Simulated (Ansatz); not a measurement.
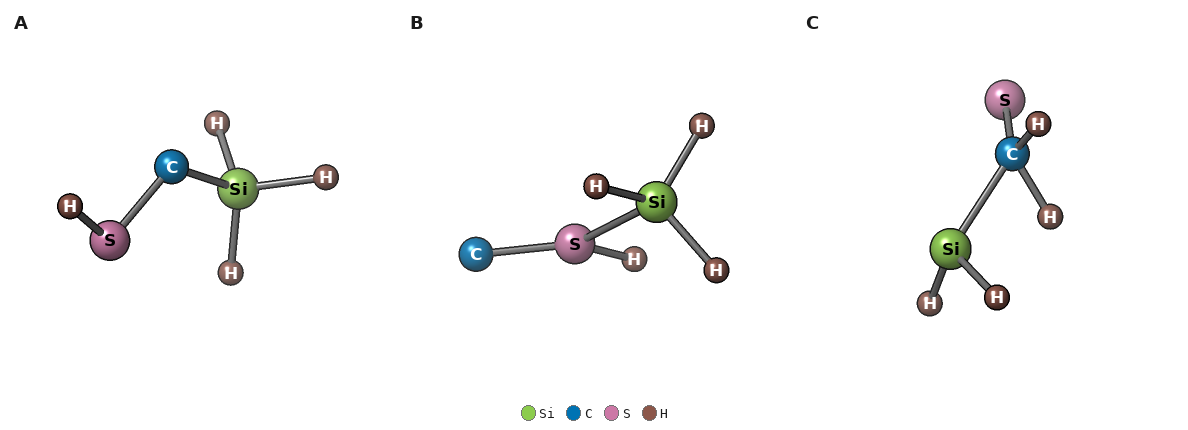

3 stationary structures of one formula. Geometries: PBE0-D4/def2-TZVP. Electronic energies: PBE0-D4/def2-TZVPP (Ansatz 0.2.0), without zero-point energy. No frequency run is at hand to confirm each as a minimum. Each is one conformer, not always the lowest.

Question: Which is lowest in energy, and by how much?

Answer: C is lowest (C1); A lies 11.7 kJ/mol above it (Cs), B lies 292.2 kJ/mol above it.
